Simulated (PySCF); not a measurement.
# One shape, several levels: doublet BH2O2F−

We compute a comparison of 6 runs (U-revPBE/def2-SVPD, U-wB97X/def2-SVPD, UCAM-B3LYP/def2-SVPD, UM06-2X/def2-SVPD, UPBE/def2-SVPD, UTPSS/def2-SVPD) of doublet BH2O2F−. 

The results are computed with PySCF 2.14.0.

1 further run of the same task is left out (set aside as unsound or not needed).

## 1. The system as given

BH2O2F−: 6 atoms, total charge -1, spin state doublet. SMILES of the parent species: `OB(O)F`. The coordinates come from a PBE0-D4/def2-TZVP relaxation. This is one conformer, not always the lowest. That shape belongs to the parent species and isn't relaxed for this state.

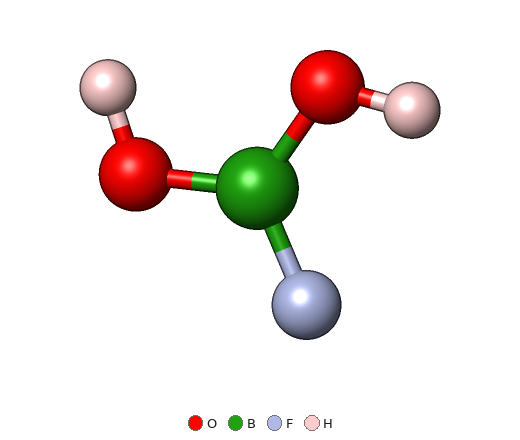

The structure, seen from a chosen angle (oxygen red, boron green, fluorine light blue, hydrogen pink).

## 2. A single-point energy at U-revPBE/def2-SVPD (run 1)

job.py reads:

```python
from pyscf import gto, dft

mol = gto.Mole()
mol.atom = '''
O       -0.477500       0.971000      -0.208400
B       -0.023800      -0.307500      -0.106500
O        0.989400      -0.635200       0.726100
F       -0.573100      -1.280600      -0.833200
H       -1.198900       1.066100      -0.834300
H        1.326000       0.122200       1.210000
'''
mol.charge = -1
mol.verbose = 3
mol.spin = 1
mol.max_memory = 1860
mol.basis = 'def2-svpd'
mol.build()

myscf = dft.UKS(mol)
myscf.xc = 'revpbe'
myscf.conv_tol = 1e-10
myscf.grids.level = 5
myscf.kernel()
if not myscf.converged:
    myscf = myscf.newton().run(myscf.mo_coeff, myscf.mo_occ)

e_tot = myscf.e_tot
print('E = %.10f Eh' % e_tot)
```

Run with:

```console
$ OMP_NUM_THREADS=1 python job.py
```

The program printed:

```text
WARN: HOMO -0.0479355512233446 >= LUMO -0.0479355512233433

converged SCF energy = -276.208152940027  <S^2> = 0.75013641  2S+1 = 2.0001364
E = -276.2081529400 Eh
```

Run time: 39 s. Hardware: 1 thread of Arm Neoverse V1, shared host; peak memory 0.56 GiB.

## 3. The energy at U-wB97X/def2-SVPD (run 2)

run.py reads:

```python
from pyscf import gto, dft

molecule = gto.Mole()
molecule.atom = '''
O   -0.477500   0.971000  -0.208400
B   -0.023800  -0.307500  -0.106500
O    0.989400  -0.635200   0.726100
F   -0.573100  -1.280600  -0.833200
H   -1.198900   1.066100  -0.834300
H    1.326000   0.122200   1.210000
'''
molecule.verbose = 4
molecule.charge = -1
molecule.spin = 1
molecule.basis = 'def2-svpd'
molecule.max_memory = 1860
molecule.build()

ks = dft.UKS(molecule, xc='wb97x')
ks.conv_tol = 1e-10
ks.grids.level = 5
ks.kernel()
if not ks.converged:
    ks = ks.newton().run(ks.mo_coeff, ks.mo_occ)

e_tot = ks.e_tot
print('E(%s) = %.9f' % ('WB97X', e_tot))
```

Run with:

```console
$ OMP_NUM_THREADS=1 python run.py
```

The program printed:

```text
PySCF version 2.14.0

[... 54 lines left out ...]
WARN: HOMO 0.00790553603971222 >= LUMO 0.00790553603971178
[... 74 lines left out ...]
converged SCF energy = -276.215981550672  <S^2> = 0.75060704  2S+1 = 2.0006069
E(WB97X) = -276.215981551
```

Run time: 65 s. Hardware: 1 thread of Arm Neoverse V1, shared host; peak memory 0.56 GiB.

Runs 3 to 5 aren't shown in full; the table further down has their settings and results.

## 4. The energy at UTPSS/def2-SVPD (run 6)

run.py reads:

```python
from pyscf import gto, dft

system = gto.Mole()
system.atom = '''
O   -0.477500   0.971000  -0.208400
B   -0.023800  -0.307500  -0.106500
O    0.989400  -0.635200   0.726100
F   -0.573100  -1.280600  -0.833200
H   -1.198900   1.066100  -0.834300
H    1.326000   0.122200   1.210000
'''
system.basis = 'def2-svpd'
system.spin = 1
system.max_memory = 1860
system.verbose = 4
system.charge = -1
system.build()

calc0 = dft.UKS(system, xc='tpss')
calc0.grids.level = 5
calc0.conv_tol = 1e-10
calc0.kernel()
if not calc0.converged:
    calc0 = calc0.newton().run(calc0.mo_coeff, calc0.mo_occ)

e_tot = calc0.e_tot
print('Final energy', e_tot)
```

Run with:

```console
$ OMP_NUM_THREADS=1 python run.py
```

The program printed:

```text
PySCF version 2.14.0

[... 56 lines left out ...]
WARN: HOMO -0.0445356342675636 >= LUMO -0.0445356342675614
[... 58 lines left out ...]
converged SCF energy = -276.317786367926  <S^2> = 0.75011078  2S+1 = 2.0001108
Final energy -276.3177863679257
```

Wall time 1.7 min (1 thread of Arm Neoverse V1, shared host); peak memory 0.61 GiB.

## 5. Overview of the runs

```csv
run,level,energy (Eh),HOMO energy (eV),LUMO energy (eV),⟨S²⟩,wall time
1,U-revPBE/def2-SVPD,-276.208153,2.39,2.77,0.750,39 s
2,U-wB97X/def2-SVPD,-276.215982,1.26,5.71,0.751,65 s
3,UCAM-B3LYP/def2-SVPD,-276.217949,1.55,3.88,0.750,54 s
4,UM06-2X/def2-SVPD,-276.195625,1.65,1.99,0.751,1.8 min
5,UPBE/def2-SVPD,-276.013037,2.37,2.87,0.750,37 s
6,UTPSS/def2-SVPD,-276.317786,2.44,2.67,0.750,1.7 min
```

## 6. Outcome

| quantity | value |
| --- | --- |
| run 6: total energy | -276.31779 Eh |
| run 6: HOMO energy (highest over α and β) | 2.44 eV |
| run 6: LUMO energy (lowest over α and β) | 2.67 eV |
| run 6: ⟨S²⟩ | 0.750 |

Totals of different functionals can't be ranked against each other. In runs 1, 2, 3, 4, 5, 6 the HOMO lies above zero, so the outermost electron may be held by the basis alone. All runs together took 6.7 min, the longest 1.8 min.
